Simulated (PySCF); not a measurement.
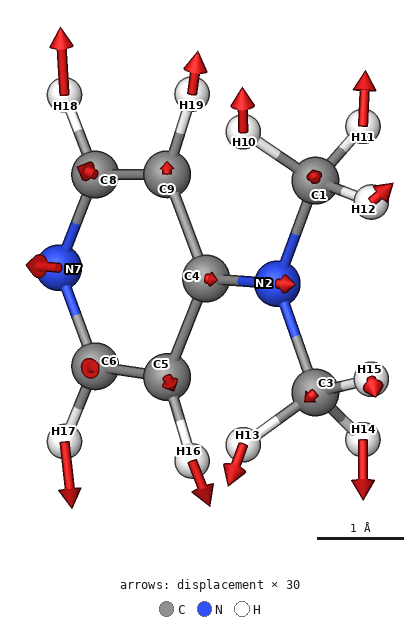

A relaxation of C7H10N2. The starting structure is drawn; red arrows show the displacements, 30 times their true length. The two geometries are superimposed by the best rigid fit.

Style: ball-and-stick. Shown from a free direction.

The start comes from GFN2-xTB.

Theory: PySCF, PBE0-D3(BJ)/def2-SVP geometry optimisation, gas phase. 

### What happened in the run?

Over 4 geometry steps the energy falls by 0.042 eV. Largest force component: 0.52 eV/Å at the start, 0.0073 eV/Å at the end. H18 moves most after the best rigid fit: 0.028 Å. Largest moves by element: H 0.028 Å, N 0.019 Å, C 0.010 Å. Some distances before and after: C6–H17 1.083 → 1.097 Å, C5–H16 1.077 → 1.089 Å, C1–H10 1.094 → 1.105 Å, C5–C6 1.380 → 1.389 Å.
